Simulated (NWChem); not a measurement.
# CH4ClFOSi (SMILES C[Si](O)(F)Cl) at HF/3-21G

What is the vertical singlet–triplet gap of CH4ClFOSi at HF/3-21G? 

Program for the calculation: NWChem 7.3.0.

2 further runs of the same task are left out: 2 that didn't finish.

**1. The molecule**

CH4ClFOSi: 9 atoms, total charge 0, spin state singlet. SMILES: `C[Si](O)(F)Cl`. The shape is that of a PBE0-D4/def2-TZVP optimisation. This is one conformer, not always the lowest.

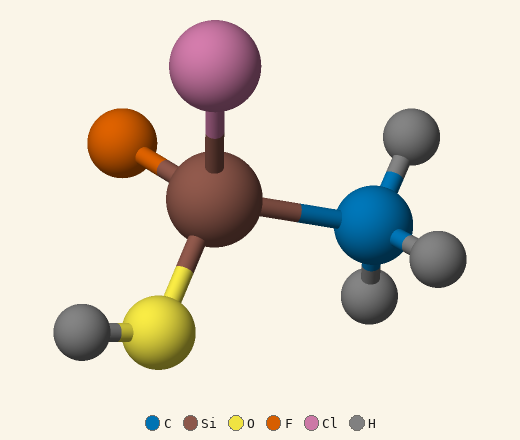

The structure, seen from a chosen angle (carbon blue, silicon brown, oxygen yellow, fluorine orange, chlorine pink, hydrogen grey).

**2. Energy and forces at HF/3-21G**

File m1.nw:

```
echo
start m1
title "CH4ClFOSi"
memory 2200 mb
geometry noautosym nocenter noautoz
 C    -1.142400   -0.178600    0.512200
 Si    0.561300    0.218400   -0.038000
 O     1.048100   -0.886600   -1.122500
 F     1.553300    0.230300    1.206200
 Cl    0.689400    2.097500   -0.845100
 H    -1.833600   -0.141900   -0.331500
 H    -1.476300    0.534700    1.267700
 H    -1.171800   -1.182300    0.942400
 H     1.860700   -0.738000   -1.608600
end
basis spherical bse
 * library 3-21G
end
scf
 thresh 1e-08
 maxiter 80
end
task scf gradient
```

Command:

```sh
$ nwchem m1.nw > m1.out
```

Output:

```text
[...]
  functions       =    61
[...]
  wavefunction    = RHF
[...]
         Total SCF energy =   -958.210929318540
      One-electron energy =  -1951.899742482021
      Two-electron energy =    679.646782377490
 Nuclear repulsion energy =    314.042030785991
        Time for solution =      3.1s
[...]
                         RHF ENERGY GRADIENTS
    atom               coordinates                        gradient
                 x          y          z           x          y          z
   1 C      -2.158823  -0.337505   0.967918    0.012469  -0.001744  -0.003517
   2 Si      1.060703   0.412716  -0.071810    0.026730   0.024214  -0.014687
   3 O       1.980622  -1.675431  -2.121217   -0.013350   0.002712   0.010508
   4 F       2.935311   0.435204   2.279387   -0.019328   0.000432  -0.018158
   5 Cl      1.302777   3.963700  -1.597007   -0.001657  -0.035893   0.016022
   6 H      -3.465002  -0.268152  -0.626444   -0.001785   0.000874  -0.005215
   7 H      -2.789802   1.010436   2.395606    0.001142   0.004601   0.003178
   8 H      -2.214381  -2.234223   1.780878    0.000919  -0.005340   0.002297
   9 H       3.516213  -1.394618  -3.039813   -0.005141   0.010145   0.009572
[...]
```

It took 6.4 s on 1 thread of AMD EPYC 7B13 (Zen 3), shared host; peak memory 0.098 GiB.

**3. The triplet: the energy at UHF/3-21G**

File input.nw:

```
start input
title "CH4ClFOSi hf"
memory 2200 mb
geometry units angstrom noautosym nocenter noautoz
 C       -1.142400      -0.178600       0.512200
 Si       0.561300       0.218400      -0.038000
 O        1.048100      -0.886600      -1.122500
 F        1.553300       0.230300       1.206200
 Cl       0.689400       2.097500      -0.845100
 H       -1.833600      -0.141900      -0.331500
 H       -1.476300       0.534700       1.267700
 H       -1.171800      -1.182300       0.942400
 H        1.860700      -0.738000      -1.608600
end
basis spherical bse
 C library 3-21G
 Si library 3-21G
 O library 3-21G
 F library 3-21G
 Cl library 3-21G
 H library 3-21G
end
scf
 nopen 2
 uhf
 thresh 1e-08
 maxiter 80
 print low
end
task scf energy
```

Command:

```sh
$ nwchem input.nw > input.out
```

Output:

```text
[...]
  functions       =    61
[...]
  wavefunction    = UHF
[...]
         Total SCF energy =   -957.868942672396
      One electron energy =  -1952.527246400281
      Two electron energy =    680.616272941894
 Nuclear repulsion energy =    314.042030785991
                       Sz =      1.0000
                 Sz(Sz+1) =      2.0000
                      S^2 =      2.0045
[...]
```

Run time: 38 s. Hardware: 1 thread of AMD EPYC 7B13 (Zen 3), shared host; peak memory 0.098 GiB.

**4. Outcome**

At HF/3-21G:

| quantity | value |
| --- | --- |
| singlet: total energy | -958.21093 Eh |
| singlet: dipole moment | 1.67 D |
| singlet: HOMO energy | -12.87 eV |
| singlet: LUMO energy | 5.26 eV |
| singlet: HOMO–LUMO gap | 18.13 eV |
| singlet: largest force on an atom | 2.023 eV/Å |
| triplet: total energy | -957.86894 Eh |
| triplet: ⟨S²⟩ | 2.005 |
| vertical energy of the triplet above the singlet | 9.306 eV |

**Reading.** At this shape the triplet lies 9.31 eV (898 kJ/mol) above the singlet. The largest force (singlet) is 2.02 eV/Å: the shape isn't a stationary point for this species at this level.
